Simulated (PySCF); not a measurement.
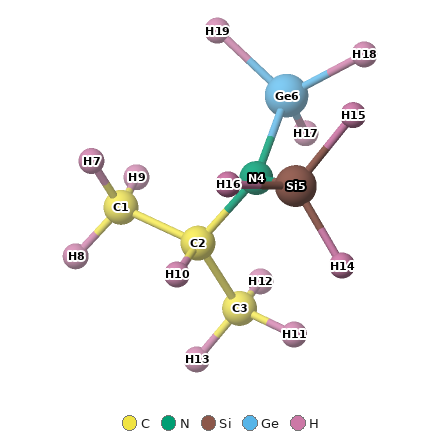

C₃H₁₃GeNSi, SMILES CC(C)[N]([SiH3])[GeH3], singlet. Vertical core-electron binding energies by ΔSCF (SCAN, pcX-2 on the ionised atom, pcseg-1 elsewhere, spin-free X2C; PySCF, at a PBE0-D3(BJ)/def2-SVP geometry (no frequency check)), gas phase, against the vacuum level. One atom of each kind was ionised; within a panel, areas follow the number of like atoms and 2j + 1 (2p levels are split by first-order spin-orbit coupling, an approximation), each panel is scaled alone, Gaussians of 0.4 eV full width. Only the regions named are shown.

Q: Predict the Si 2p and C 1s photoelectron lines.

A:
| level | atoms | binding energy (eV) |
| --- | --- | --- |
| Si 2p1/2 | Si5 | 107.3 |
| Si 2p3/2 | Si5 | 106.7 |
| C 1s | C2 | 291.5 |
| C 1s | C1, C3 | 290.5 |

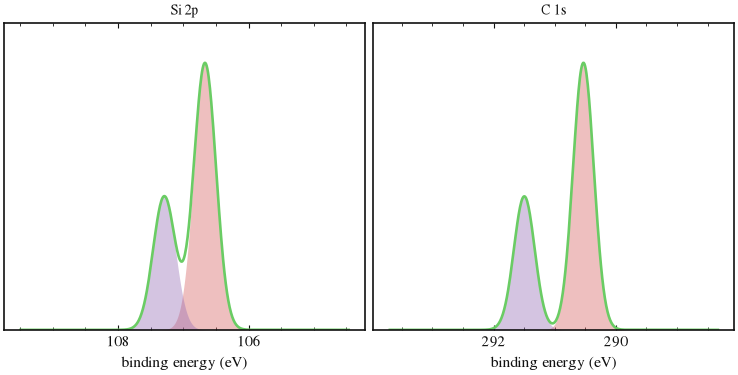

Note: one conformer of a flexible molecule.
